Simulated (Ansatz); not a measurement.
**A small benchmark: atomisation enthalpy at 298 K**

6 molecules holding Si, Ge, B, Al, Ga, P or As; the atomisation enthalpy at 298 K in kJ/mol, computed less measured. Shapes, held fixed at every level: PBE0-D4/def2-TZVP. Thermal terms are harmonic and unscaled (PBE0-D4/def2-TZVP); the spin-orbit lowering of the free atoms is taken from their spectra. Programs: Ansatz 0.2.0. Measured values: CRC Handbook of Chemistry and Physics, NIST-JANAF tables.

Levels: A = HF/def2-TZVPP; B = CCSD(T)/def2-TZVPP; C = CCSD/def2-TZVPP.

```csv
molecule,from tabulated heats,A,B,C
AsF3 (arsenic trifluoride),1326,-537,-42,-83
BBr3 (boron tribromide),1110,-329,-32,-69
BCl2F (dichlorofluoroborane),1537,-374,-49,-84
B(OH)O (oxoborinic acid),1847,-582,-76,-116
B(OH)F2,2280,-586,-53,-90
Si(CH3)3Cl (chlorotrimethylsilane),5037,-1227,-123,-180
```

Q: Sum up the errors.

A: 
| level | kind | mean error | mean absolute error | worst case |
| --- | --- | --- | --- | --- |
| HF/def2-TZVPP | Hartree–Fock | -605.8 | 605.8 | Si(CH3)3Cl |
| CCSD(T)/def2-TZVPP | coupled cluster or CI | -62.5 | 62.5 | Si(CH3)3Cl |
| CCSD/def2-TZVPP | coupled cluster or CI | -103.7 | 103.7 | Si(CH3)3Cl |

On this set CCSD(T)/def2-TZVPP has the smallest mean absolute error and HF/def2-TZVPP the largest. HF/def2-TZVPP is too low in 6 of 6; CCSD(T)/def2-TZVPP is too low in 6 of 6; CCSD/def2-TZVPP is too low in 6 of 6. The heats of Si(CH3)3Cl come from older tables and can be uncertain by 10 kJ/mol or more. The molecules' own spin-orbit binding is left out, so errors for heavy halides read too negative. Heats of the atoms come from ATcT where it has them, that of boron, 570 kJ/mol, from recent work. With so many references in doubt the order of the levels isn't settled. The tabulated values of AsF3, BBr3, BCl2F, B(OH)O, B(OH)F2 are in doubt (older tables, estimates, or at odds with other calculations) and kept here. For HF/def2-TZVPP and CCSD(T)/def2-TZVPP and CCSD/def2-TZVPP the error tends to grow with the atomisation enthalpy. Hartree–Fock lacks correlation and underbinds. Correlated wave functions converge slowly with the basis. CCSD also lacks the triples, which bind further. Relativity is left out for As, Br. Outer-core shells of As, Br are correlated, in sets that cover them unevenly. The set is small.

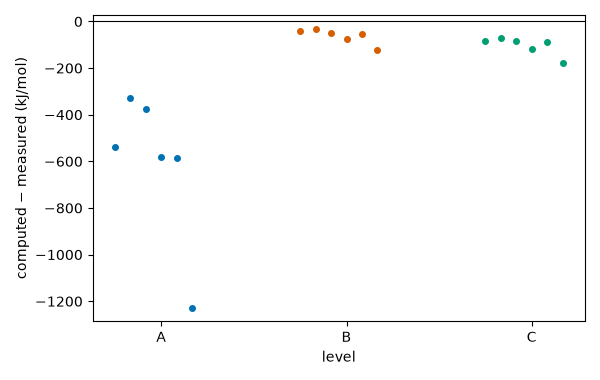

Errors of each level, one point a molecule.
